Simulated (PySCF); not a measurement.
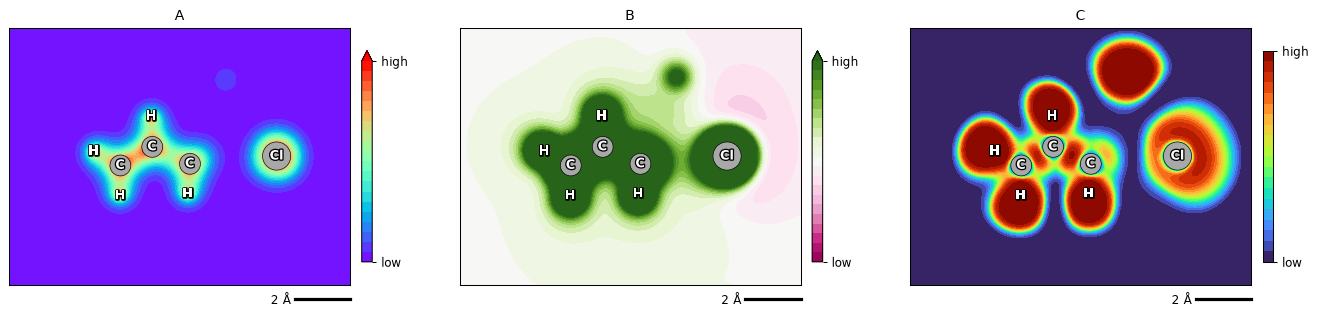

C6H11ClOSi: 3 fields on the plane of atoms C1, C2 and C3, with unlabelled colour scales. Grey discs cover the atomic cores.

Geometry: PBE0-D3(BJ)/def2-SVP.

Level of theory: PySCF, PBE0/pcSseg-1, SCF density, gas phase, non-relativistic.

Input

```
{"job": {"kind": "nmr", "xc": "PBE0", "basis": "pcSseg-1"}, "charge": 0, "multiplicity": 1}
C      3.339577    -0.060912    -0.446974
C      2.156463     0.551171    -0.392468
C      1.073474     0.263849     0.598320
C     -0.200234    -0.250026    -0.064981
Si    -1.073090     0.762072    -1.421148
O     -2.602851     0.129170    -1.105123
C     -2.599960    -0.785498    -0.037112
C     -1.391731    -0.518328     0.857213
Cl    -1.726038     0.940532     1.873197
H      3.605041    -0.846566     0.268263
H      4.087874     0.202291    -1.198886
H      1.936271     1.336281    -1.130273
H      0.826640     1.187202     1.149913
H      1.432452    -0.463297     1.346751
H      0.023723    -1.218022    -0.555607
H     -1.036394     2.243174    -1.259442
H     -0.625547     0.412570    -2.800402
H     -2.524574    -1.824585    -0.415903
H     -3.538890    -0.699559     0.530627
H     -1.217115    -1.341066     1.566900
```

Launched as:

```sh
OMP_NUM_THREADS=1 python probes_run.py task.json out
```

> Which field does each panel show? The fields are: electron density, electron localisation function and electrostatic potential.

Panel A: electron density. Panel B: electrostatic potential (strongly positive close to the atoms, with negative regions outside electron-rich atoms). Panel C: electron localisation function. From the grid: C–C (1.33 Å): the density is about 2.3 e/Å³ at the midpoint; the ELF peaks at about 0.95 between the atoms; a multiple bond.
